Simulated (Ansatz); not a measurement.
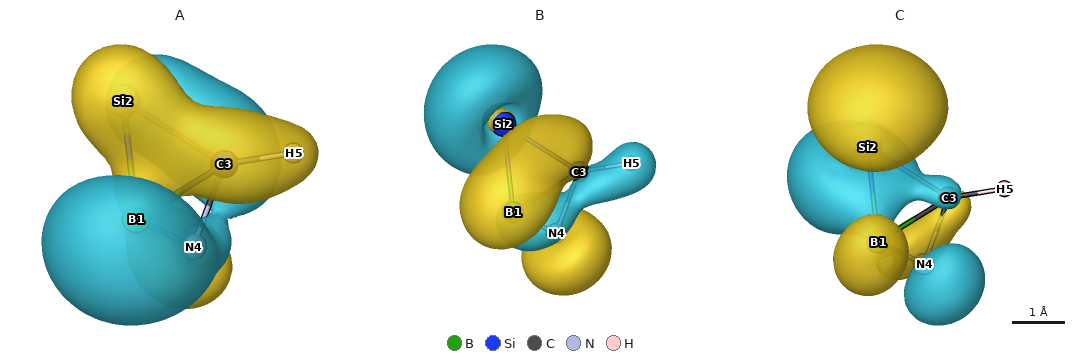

Figure 1: CHBNSi (doublet). Three frontier orbitals at ±0.1 Å⁻³ᐟ² (yellow and cyan are the two phases), in no order.

These are results of Ansatz 0.2.0, UKS PBE-D4/def2-SVP, not measurements.

```xyz
5

B    -1.2636   -0.1902   -0.1105
Si   -0.0771   -0.9183    1.3534
C     0.5119    0.0661   -0.1261
N    -0.5390    0.9760   -0.2859
H     1.3679    0.0663   -0.8308
```

### Order the three orbitals by energy and name them. All are α orbitals.

B is the HOMO−1 (α) (−6.27 eV). It lies mainly on Si2 (about 40 %), N4 (about 30 %), B1 (about 20 %) and C3 (about 10 %). A is the HOMO (α) (−5.19 eV). It lies mainly on B1 (about 40 %), C3 (about 25 %), N4 (about 15 %) and Si2 (about 15 %). C is the LUMO (α) (−3.65 eV). Its weight (Hirshfeld) is mainly on Si2 (about 60 %), N4 (about 20 %) and B1 (about 15 %).

### What is the gap between the highest occupied and lowest empty α orbitals?

1.54 eV between the orbital energies.
